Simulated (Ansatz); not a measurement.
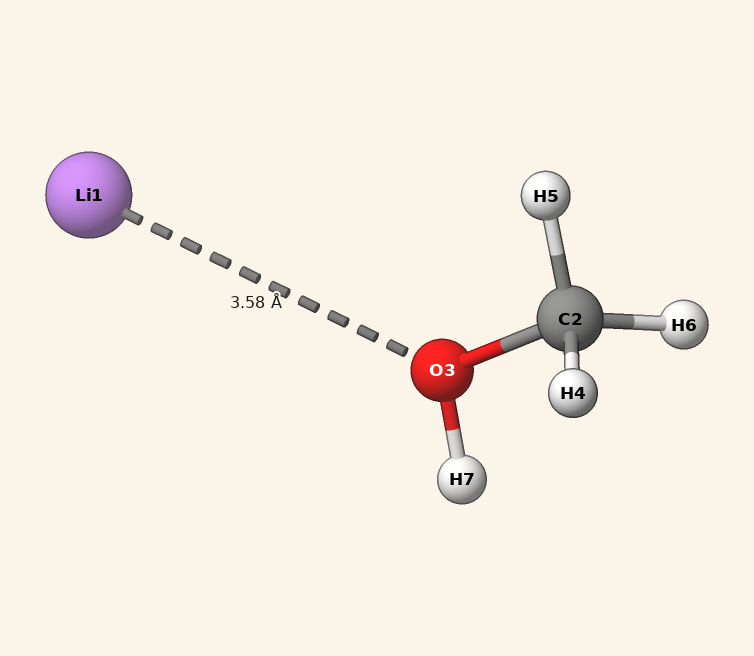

Two molecules or ions; the broken line marks their closest contact (measured against van der Waals radii). State: charge +1, singlet. Geometry: a pair of rigid molecules at a changed separation. Program: Ansatz 0.2.0.

Which two species are they?

Li and CH4O (`CO.[Li+]`).

Give the counterpoise-corrected interaction energy (kJ/mol, monomers kept as in the pair) with RHF-CCSD(T) (frozen core)/def2-TZVPPD.

| level | interaction energy (kJ/mol) |
| --- | --- |
| RHF-CCSD(T) (frozen core)/def2-TZVPPD | −48.1 |
